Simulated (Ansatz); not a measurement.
# Calculations on CH4BrIn

## 1. Relaxation

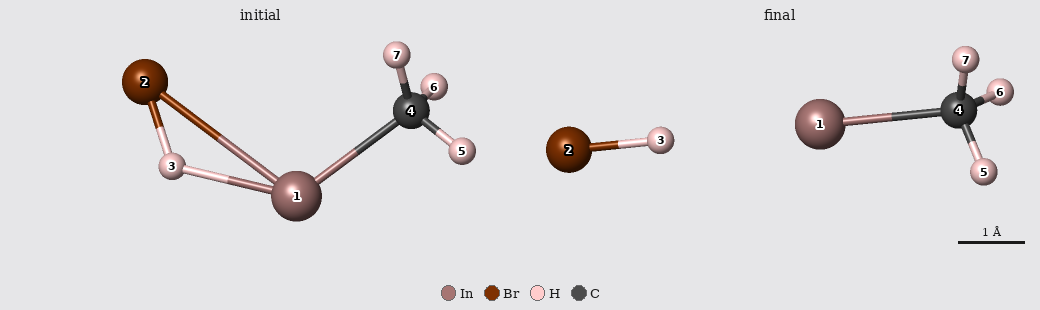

The structure of CH$_{4}$BrIn (started from a transition state, displaced along its imaginary mode) before (left) and after (right) a relaxation, at one scale.

A ball-and-stick model, seen at a tilt.

These are results of RKS PBE0-D4/def2-TZVP in Ansatz 0.2.0, not measurements. Set-up: force threshold 0.005 eV/Å; at most 200 steps.

> Summarise the run.

The atom that moves furthest after the best rigid fit is Br2 (1.80 Å). By element the largest moves are Br 1.80 Å, In 1.13 Å, H 0.79 Å, C 0.44 Å. Among the contacts that change: In1–Br2 3.128 → 4.013 Å, In1–H3 2.073 → 2.550 Å, Br2–H3 1.436 → 1.462 Å, In1–C4 2.195 → 2.214 Å. Among the angles between lasting bonds that change: In1–C4–H5 106.0° → 110.9°. The energy falls by 0.280 eV in 20 accepted moves (23 points after the start). The largest force component goes from 1.4 to 0.0002 eV/Å. The line search rejected the trial steps at points 10, 14, 22 of the run. The forces were under the threshold at step 20, but the run went on from there. The run took roughly 3 core-minutes on a shared host.

## 2. Relaxation

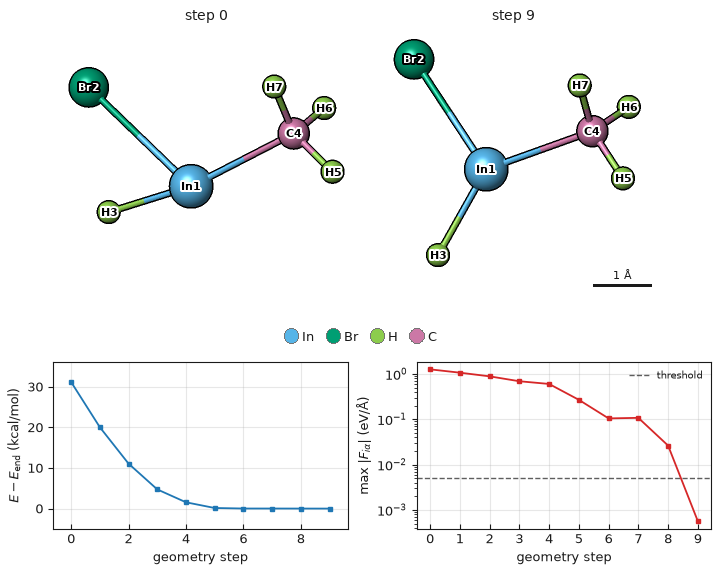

First and last geometry of a relaxation of CH4BrIn (started from a transition state, displaced along its imaginary mode), with the history of the run. Style: ball-and-stick. Shown at a tilt.

All numbers below come from Ansatz, RKS PBE0-D4/def2-TZVP. (force threshold 0.005 eV/Å; at most 200 steps)

### Did the run converge, and what did it change?

It converged. The largest move after the best rigid fit is that of H3, 0.91 Å. Largest moves by element: H 0.91 Å, Br 0.58 Å, In 0.40 Å, C 0.17 Å. Some distances before and after: In1–Br2 2.783 → 2.499 Å, In1–H3 1.653 → 1.709 Å, In1–C4 2.139 → 2.133 Å. Among the angles between lasting bonds that change: Br2–In1–H3 54.3° → 111.9°, H3–In1–C4 170.0° → 136.6°, Br2–In1–C4 115.8° → 111.5°. Over 9 geometry steps the energy falls by 31.2 kcal/mol. The largest force component goes from 1.3 to 0.00056 eV/Å.

```json
{"step": "0", "E − E(0), kcal/mol": "0.00", "largest force component, eV/Å": "1.2720"}
{"step": "1", "E − E(0), kcal/mol": "-11.13", "largest force component, eV/Å": "1.0740"}
{"step": "2", "E − E(0), kcal/mol": "-20.10", "largest force component, eV/Å": "0.8915"}
{"step": "3", "E − E(0), kcal/mol": "-26.45", "largest force component, eV/Å": "0.6947"}
{"step": "4", "E − E(0), kcal/mol": "-29.62", "largest force component, eV/Å": "0.6053"}
{"step": "5", "E − E(0), kcal/mol": "-31.03", "largest force component, eV/Å": "0.2703"}
{"step": "6", "E − E(0), kcal/mol": "-31.16", "largest force component, eV/Å": "0.1050"}
{"step": "7", "E − E(0), kcal/mol": "-31.16", "largest force component, eV/Å": "0.1080"}
{"step": "8", "E − E(0), kcal/mol": "-31.17", "largest force component, eV/Å": "0.0263"}
{"step": "9", "E − E(0), kcal/mol": "-31.18", "largest force component, eV/Å": "0.0006"}
```

## 3. Reaction

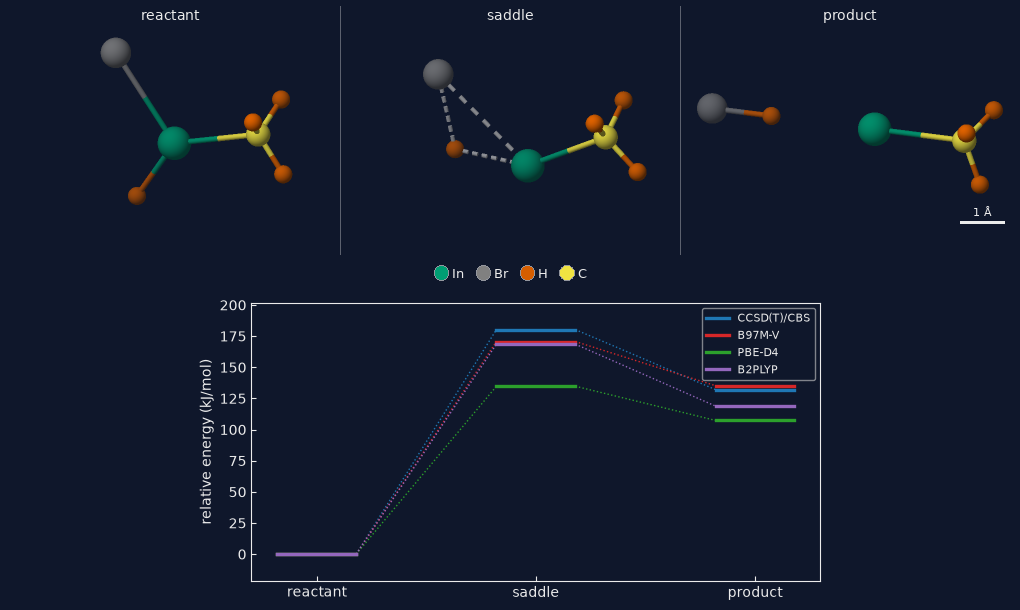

A reaction step of CH$_{4}$BrIn, with its energy diagram. A ball-and-stick model, seen at a tilt. Dashed sticks mark bonds that form or break.

Stationary points at PBE0-D4/def2-TZVP, single-point energies with CCSD(T)/CBS, B97M-V, PBE-D4, B2PLYP (def2-TZVPP where no basis is named; Ansatz 0.2.0). The energies are electronic, without zero-point or thermal terms, and both ends are the minima reached downhill from the saddle, with any fragments still in contact. CCSD(T)/CBS stands for a frozen-core estimate: MP2 correlation extrapolated from def2-TZVPP and def2-QZVPP, CCSD(T) minus MP2 from the smaller set. Elements past krypton carry the basis set's effective core potentials.

What happens, and what does it cost?

Counted by bonded pieces, the reactant holds CH₄BrIn and the product holds CH₃In + HBr. From the reactant over the saddle to the product, a bond forms: Br–H (3.52 → 1.85 → 1.46 Å). Bonds break: Br–In (2.50 → 2.95 → 4.01 Å), H–In (1.71 → 1.80 → 2.55 Å). The saddle has one imaginary mode, 747i cm⁻¹. With CCSD(T)/CBS the barrier is 180.3 kJ/mol from the reactant and 48.2 kJ/mol from the product, and the product lies 132.0 kJ/mol above the reactant.

```
      level  barrier from the reactant (kJ/mol)  barrier from the product (kJ/mol)  the product less the reactant (kJ/mol)
CCSD(T)/CBS                               180.3                               48.2                                   132.0
     B97M-V                               170.7                               35.5                                   135.2
     PBE-D4                               134.8                               27.4                                   107.3
     B2PLYP                               168.5                               49.7                                   118.8
```

Against CCSD(T)/CBS, B97M-V comes closest on the barrier from the reactant (−9.6 kJ/mol) and PBE-D4 misses most (−45.5 kJ/mol).
